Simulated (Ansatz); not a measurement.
**HfO2, pressure series**

The reference is HfO2 in the fluorite structure (space group Fm-3m, No. 225; a = 5.059 Å).

Cell and atoms are relaxed at each pressure.

All numbers come from r2SCAN/PAW in Ansatz (a quantum-chemistry and plane-wave program), no spin-orbit coupling, earlier PAW set.

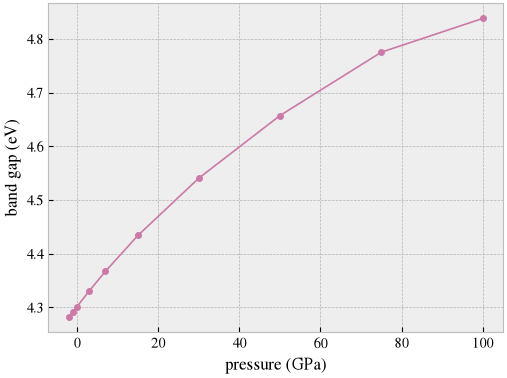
Band gap against pressure

```csv
pressure (GPa),band gap
-2,4.28 eV
-1,4.29 eV
3,4.33 eV
7,4.37 eV
15,4.43 eV
30,4.54 eV
50,4.66 eV
75,4.78 eV
100,4.84 eV
```

With Hf present, leaving out spin-orbit coupling can change the band edges. Load acts through the strain it causes; cell and atoms are relaxed under it. Stability against distortions was not tested. Competing high-pressure phases were not computed. This is not the structure that HfO2 has at room temperature and ambient pressure.
